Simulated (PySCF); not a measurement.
```yaml
atoms:
  - { symbol: C, position_ang: [-0.3230, -1.6241, -1.1388] }
  - { symbol: C, position_ang: [-0.7689, -0.8952, -0.1245] }
  - { symbol: Cl, position_ang: [-2.1134, -1.4478, 0.8284] }
  - { symbol: C, position_ang: [-0.2311, 0.4139, 0.2665] }
  - { symbol: C, position_ang: [1.0829, 0.6419, 0.4296] }
  - { symbol: C, position_ang: [2.1301, -0.3764, 0.4015] }
  - { symbol: O, position_ang: [3.3093, -0.1311, 0.3769] }
  - { symbol: C, position_ang: [-1.2306, 1.5153, 0.4099] }
  - { symbol: Cl, position_ang: [-1.9330, 1.8659, -1.2075] }
  - { symbol: H, position_ang: [0.4864, -1.2698, -1.7519] }
  - { symbol: H, position_ang: [-0.7700, -2.5664, -1.4019] }
  - { symbol: H, position_ang: [1.4310, 1.6452, 0.6375] }
  - { symbol: H, position_ang: [1.7630, -1.4186, 0.4329] }
  - { symbol: H, position_ang: [-2.0622, 1.2197, 1.0493] }
  - { symbol: H, position_ang: [-0.7749, 2.4354, 0.7702] }
```

Geometry: GFN2-xTB.

Computed with PBE0/def2-SVPD, SCF density, gas phase in PySCF.

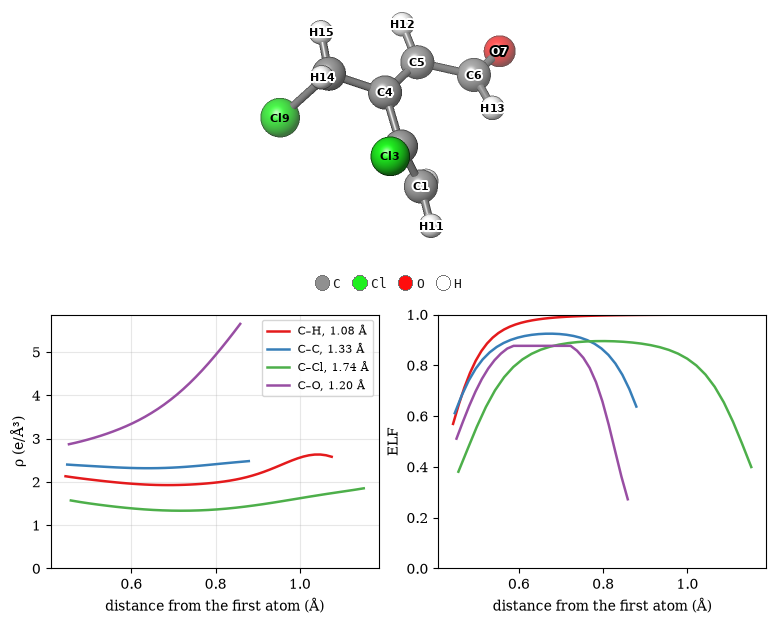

C6H6Cl2O. Total electron density and ELF along straight lines between neighbouring atoms. The curves leave out the atomic cores. The structure is drawn too.

> What kind of bonding do the profiles show?

C–H (1.08 Å): ρ at the midpoint is about 2 e/Å³; the ELF climbs to about 1 towards the hydrogen, as it does in any bond to H (an ordinary covalent bond to hydrogen).
C–C (1.33 Å): the density is about 2.3 e/Å³ at the midpoint; the ELF peaks at about 0.90 between the atoms; a short, multiple covalent bond.
C–Cl (1.74 Å): the density is about 1.4 e/Å³ at the midpoint; the ELF peaks at about 0.90 between the atoms (a covalent bond).
C–O (1.20 Å): the density is about 3.4 e/Å³ at the midpoint; the ELF peaks at about 0.90 between the atoms; a short, multiple covalent bond.
